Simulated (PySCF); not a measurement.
**One shape, several levels: C4H4BN (SMILES b1ccccn1)**

Aim: a comparison of 6 runs (HF/STO-3G, HF/3-21G, B3LYP/6-31G*, BP86/pcseg-1, PBE0/aug-cc-pVDZ) of C4H4BN. The job is set up through a Python script.

The results are computed with PySCF 2.14.0.

**1. The molecule**

C4H4BN: 10 atoms, total charge 0, spin state singlet. SMILES: `b1ccccn1`. The coordinates come from a PBE0-D4/def2-TZVP relaxation.

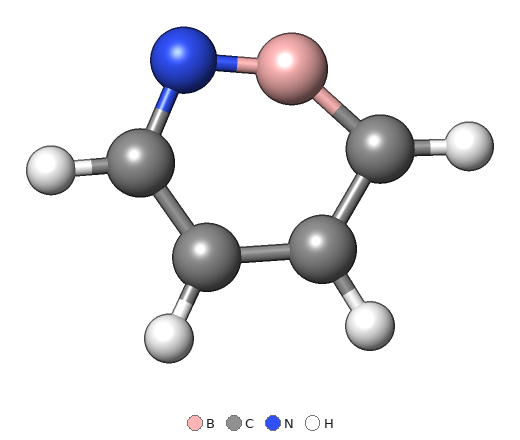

The structure, seen from a chosen angle (boron pink, carbon grey, nitrogen blue, hydrogen white).

**2. Energy and gradient at HF/STO-3G (run 1)**

The input, calc.py:

```python
from pyscf import gto, scf

mol = gto.Mole()
mol.atom = '''
B        0.036500       0.044900      -1.548300
C        0.842600      -0.970500      -0.919500
C        0.586900      -0.733100       0.437900
C       -0.263400       0.275500       0.921500
C       -0.928500       1.132300       0.052600
N       -0.786500       1.032200      -1.284900
H        1.502000      -1.755000      -1.251600
H        1.080300      -1.373400       1.165600
H       -0.402500       0.386600       1.989600
H       -1.584400       1.909500       0.440300
'''
mol.verbose = 3
mol.max_memory = 1860
mol.basis = 'sto-3g'
mol.spin = 0
mol.charge = 0
mol.build()

hf = scf.RHF(mol)
hf.conv_tol = 1e-10
hf.kernel()
if not hf.converged:
    hf = hf.newton().run(hf.mo_coeff, hf.mo_occ)

energy = hf.e_tot
print('E = %.10f Eh' % energy)
grad = hf.nuc_grad_method().kernel()
hf.analyze()
```

Run with:

```
$ OMP_NUM_THREADS=1 python calc.py
```

Output:

```text
converged SCF energy = -229.984651459138
[... 13 lines left out ...]
MO #4   energy= -11.013235377242   occ= 2
[... 5 lines left out ...]
MO #10  energy= -0.778592085470207 occ= 2
[... 5 lines left out ...]
MO #16  energy= -0.475795537338345 occ= 2
[... 5 lines left out ...]
MO #22  energy= 0.243952255994228  occ= 0
[... 5 lines left out ...]
MO #28  energy= 0.734235377413426  occ= 0
[... 5 lines left out ...]
MO #34  energy= 1.17975001714048   occ= 0
[... 11 lines left out ...]
Dipole moment(X, Y, Z, Debye):  0.95959, -1.17773,  0.18088
```

Run time: 4.8 s. Hardware: 1 thread of Intel Xeon at 2.50GHz (Skylake/Cascade Lake), shared host; peak memory 0.12 GiB.

**3. Energy and gradient at HF/3-21G (run 2)**

The input, geometry.xyz:

```xyz
10
C4H4BN
B      0.036500     0.044900    -1.548300
C      0.842600    -0.970500    -0.919500
C      0.586900    -0.733100     0.437900
C     -0.263400     0.275500     0.921500
C     -0.928500     1.132300     0.052600
N     -0.786500     1.032200    -1.284900
H      1.502000    -1.755000    -1.251600
H      1.080300    -1.373400     1.165600
H     -0.402500     0.386600     1.989600
H     -1.584400     1.909500     0.440300
```

The input, input.py:

```python
# b1ccccn1
from pyscf import gto

molecule = gto.Mole()
molecule.atom = 'geometry.xyz'
molecule.verbose = 4
molecule.max_memory = 1860
molecule.charge = 0
molecule.basis = '3-21g'
molecule.build()

calc0 = molecule.RHF()
calc0.conv_tol = 1e-10
calc0.kernel()
if not calc0.converged:
    calc0 = calc0.newton().run(calc0.mo_coeff, calc0.mo_occ)

etot = calc0.e_tot
print(f'total energy: {etot:.8f} hartree')
grad = calc0.nuc_grad_method().kernel()
calc0.analyze()
```

Run with:

```
$ OMP_NUM_THREADS=1 python input.py
```

Output:

```text
PySCF version 2.14.0

[... 93 lines left out ...]
MO #2   energy= -11.2407711690387  occ= 2
[... 11 lines left out ...]
MO #14  energy= -0.62050385530778  occ= 2
[... 11 lines left out ...]
MO #26  energy= 0.350079598799884  occ= 0
[... 11 lines left out ...]
MO #38  energy= 0.961164314086343  occ= 0
[... 11 lines left out ...]
MO #50  energy= 1.34809152776777   occ= 0
[... 11 lines left out ...]
MO #62  energy= 3.14053692018456   occ= 0
[... 75 lines left out ...]
Dipole moment(X, Y, Z, Debye):  1.17064, -1.47469,  0.91548
```

Run time: 6 s. Hardware: 1 thread of Intel Xeon at 2.50GHz (Skylake/Cascade Lake), shared host; peak memory 0.13 GiB.

**4. Energy and forces at B3LYP/6-31G(d) (spherical functions) (run 3)**

The input, input.py:

```python
from pyscf import gto, dft

molecule = gto.M(
    atom='''
B      0.036500     0.044900    -1.548300
C      0.842600    -0.970500    -0.919500
C      0.586900    -0.733100     0.437900
C     -0.263400     0.275500     0.921500
C     -0.928500     1.132300     0.052600
N     -0.786500     1.032200    -1.284900
H      1.502000    -1.755000    -1.251600
H      1.080300    -1.373400     1.165600
H     -0.402500     0.386600     1.989600
H     -1.584400     1.909500     0.440300
''',
    max_memory=1860,
    spin=0,
    verbose=3,
    basis='6-31g*',
    charge=0,
)

ks = dft.RKS(molecule)
ks.xc = 'b3lyp'
ks.grids.level = 5
ks.conv_tol = 1e-10
ks.kernel()
if not ks.converged:
    ks = ks.newton().run(ks.mo_coeff, ks.mo_occ)

e_tot = ks.e_tot
print(f'total energy: {e_tot:.8f} hartree')
grad = ks.nuc_grad_method().kernel()
dip = ks.dip_moment()
pop, q = ks.mulliken_pop()
```

Run with:

```
$ OMP_NUM_THREADS=1 python input.py
```

Output:

```text
converged SCF energy = -234.395635377279
total energy: -234.39563538 hartree
[... 8 lines left out ...]
Dipole moment(X, Y, Z, Debye):  1.01203, -1.27024,  0.70586
[... 103 lines left out ...]
charge of    9H =      0.13669
```

Wall time 84 s (1 thread of Intel Xeon at 2.50GHz (Skylake/Cascade Lake), shared host); peak memory 0.94 GiB.

Runs 4 to 5 aren't shown in full; the table further down has their settings and results.

**5. Energy and gradient at PBE0/aug-cc-pVDZ (run 6)**

The input, calc.py:

```python
import pyscf.grad
from pyscf import gto, dft

system = gto.M(
    atom='''
B        0.036500       0.044900      -1.548300
C        0.842600      -0.970500      -0.919500
C        0.586900      -0.733100       0.437900
C       -0.263400       0.275500       0.921500
C       -0.928500       1.132300       0.052600
N       -0.786500       1.032200      -1.284900
H        1.502000      -1.755000      -1.251600
H        1.080300      -1.373400       1.165600
H       -0.402500       0.386600       1.989600
H       -1.584400       1.909500       0.440300
''',
    spin=0,
    max_memory=1860,
    basis='aug-cc-pvdz',
    verbose=4,
)

calc0 = dft.RKS(system, xc='pbe0')
calc0.conv_tol = 1e-10
calc0.grids.level = 5
calc0.kernel()
if not calc0.converged:
    calc0 = calc0.newton().run(calc0.mo_coeff, calc0.mo_occ)

energy = calc0.e_tot
print('E(%s) = %.9f' % ('PBE0', energy))
grad = calc0.Gradients().kernel()
calc0.analyze()
```

Run with:

```
$ OMP_NUM_THREADS=1 python calc.py
```

Output:

```text
PySCF version 2.14.0

[... 122 lines left out ...]
MO #19  energy= -0.300729997293317 occ= 2
[... 30 lines left out ...]
MO #50  energy= 0.227172925545658  occ= 0
[... 30 lines left out ...]
MO #81  energy= 0.548762245353555  occ= 0
[... 30 lines left out ...]
MO #112 energy= 1.05560017456627   occ= 0
[... 30 lines left out ...]
MO #143 energy= 1.79766265049982   occ= 0
[... 30 lines left out ...]
MO #174 energy= 4.20796497299605   occ= 0
[... 187 lines left out ...]
Dipole moment(X, Y, Z, Debye):  1.04884, -1.31771,  0.75407
```

Run time: 4.3 min. Hardware: 1 thread of Intel Xeon at 2.50GHz (Skylake/Cascade Lake), shared host; peak memory 2.4 GiB.

**6. All runs side by side**

| run | level | integration grid | Cartesian functions | energy (Eh) | dipole moment (D) | HOMO energy (eV) | LUMO energy (eV) | wall time |
| --- | --- | --- | --- | --- | --- | --- | --- | --- |
| 1 | HF/STO-3G | – | no | -229.984651 | 1.53 | -7.05 | 6.62 | 4.8 s |
| 2 | HF/3-21G | – | no | -231.589977 | 2.09 | -8.83 | 2.85 | 6 s |
| 3 | B3LYP/6-31G* (spherical functions) | 5 | no | -234.395635 | 1.77 | -6.35 | -1.08 | 84 s |
| 4 | B3LYP/6-31G* (Cartesian functions) | 5 | yes | -234.400312 | 1.77 | -6.35 | -1.09 | 83 s |
| 5 | BP86/pcseg-1 | 5 | no | -234.352257 | 1.76 | -6.10 | -2.34 | 1.8 min |
| 6 | PBE0/aug-cc-pVDZ | 5 | no | -234.140954 | 1.85 | -6.90 | -1.36 | 4.3 min |

**7. Results**

| quantity | value |
| --- | --- |
| run 6: total energy | -234.14095 Eh |
| run 6: dipole moment | 1.85 D |
| run 6: HOMO energy | -6.90 eV |
| run 6: LUMO energy | -1.36 eV |
| run 6: HOMO–LUMO gap | 5.55 eV |
| run 6: largest force on an atom | 0.368 eV/Å |

What this shows: The dipole moment (its size) runs from 1.53 D (HF/STO-3G) to 2.09 D (HF/3-21G). The HOMO–LUMO gap runs from 3.76 eV (BP86/pcseg-1) to 13.67 eV (HF/STO-3G). The two ends differ in method and basis. Totals of different functionals can't be ranked against each other. In run 1 the basis is minimal, so the values are rough. All runs together took 9.1 min, the longest 4.3 min.
